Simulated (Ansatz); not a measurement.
## A computed series for Fe4N: pressure series

The reference is Fe4N (space group Pm-3m, No. 221; a = 3.786 Å; ferromagnetic; a cell from a computed database, its experimental status unchecked).

Cell and atoms are relaxed at each pressure.

Calculations: Ansatz (a program for electronic structure) PBE, no spin-orbit coupling.

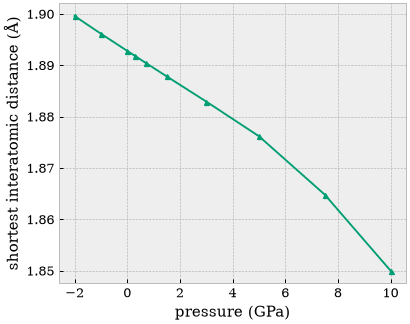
Shortest interatomic distance against pressure

Task: From the plot, what is the shortest interatomic distance for pressure −2 GPa?

Result: About 1.900 Å.

Task: Is the trend monotonic over the range shown?

Result: Yes, it falls throughout, spanning 1.850 Å to 1.900 Å.

Other magnetic orders, which the real material may have, were not ruled out. Load acts through the strain it causes; cell and atoms are relaxed under it. No phonon test of stability was made. No other phases were tried under pressure.
